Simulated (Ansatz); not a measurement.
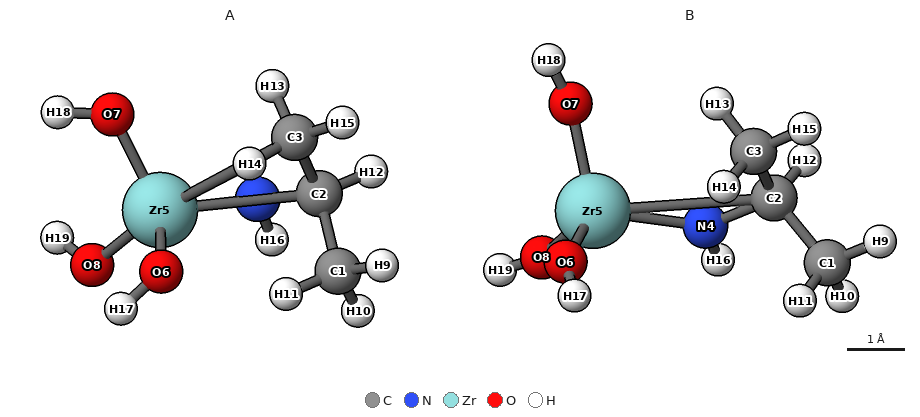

Two geometries of C$_{3}$H$_{11}$NO$_{3}$Zr, drawn at one scale. One is the start of a relaxation, the other its converged end. Style: ball-and-stick. Shown at a tilt.

Computed with RKS PBE0-D4/def2-TZVP in Ansatz. (force threshold 0.005 eV/Å; at most 150 steps)

Q: Which one is relaxed?

A: Structure B is the relaxed one. The start comes from GFN2-xTB. The largest move after the best rigid fit is that of H18, 1.07 Å. By element the largest moves are H 1.07 Å, O 1.00 Å, N 0.69 Å, C 0.56 Å, Zr 0.52 Å. Some distances before and after: Zr5–H11 2.848 → 4.184 Å, Zr5–H14 2.396 → 3.200 Å, C3–Zr5 2.871 → 3.345 Å, C2–Zr5 2.823 → 3.207 Å. Bonds break, among them: Zr5–H14 (2.40 → 3.20 Å). Among the angles between lasting bonds that change: Zr5–O6–H17 113.9° → 153.7°, Zr5–O7–H18 118.8° → 155.8°, Zr5–O8–H19 119.5° → 156.2°. Over 28 accepted moves (30 points after the start) the energy falls by 91.0 kJ/mol. Largest force component: 1.8 eV/Å at the start, 0.0045 eV/Å at the end. The line search rejected the trial steps at points 8, 16 of the run. The run took about 60 s of wall time on a shared GPU.
